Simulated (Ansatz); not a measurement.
One crystal and one scan (energy against volume) at two levels, PBE (plane waves to 420 eV, PAW, scalar-relativistic; Ansatz, a quantum-chemistry and plane-wave program) and r2SCAN (plane waves to 500 eV, PAW, scalar-relativistic; Ansatz), each from its own relaxed cell and on its own mesh. The cell shown is that of PBE.

PbS (rock salt)

```yaml
crystal:
  lattice:
    - [0.00000, 3.00436, 3.00436]
    - [3.00436, 0.00000, 3.00436]
    - [3.00436, 3.00436, 0.00000]
  atoms:
    - { symbol: S, position: [0.00000, 0.00000, 0.00000] }
    - { symbol: Pb, position: [0.50000, 0.50000, 0.50000] }
```

The volume is varied about the relaxed value V₀ at fixed cell shape. Symmetry pins the atoms to their sites.

Energies are smeared free energies. PbS was relaxed with its symmetry unable to fall. Spin-orbit coupling is left out, though Pb is heavy. Percentages come from the unrounded values.

| quantity | PBE | r2SCAN | PBE − r2SCAN |
|---|---|---|---|
| Lattice constant a (Å) | 6.009 | 5.974 | +0.035 (+0.6 %) |
| Bulk modulus B₀ (third-order Birch-Murnaghan fit) (GPa) | 52.8 | 57.8 | -5.0 (-8.7 %) |
| Pressure derivative B₀′ (fit) | 4.3 | 4.3 | 0.0 |

PBE gives the higher value for: lattice constant a. PBE gives the lower value for: bulk modulus B₀. They agree on: pressure derivative B₀′ (within 1.5 %). Neither level is exact: the differences show how much the result hangs on the functional.

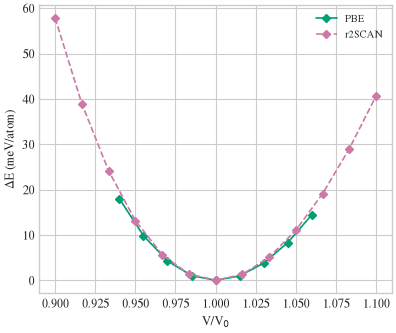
Figure. ΔE, each from the relaxed starting cell of its own level.

(Under strain, the slope of the energy per volume gives the stress and its curvature an elastic modulus.)
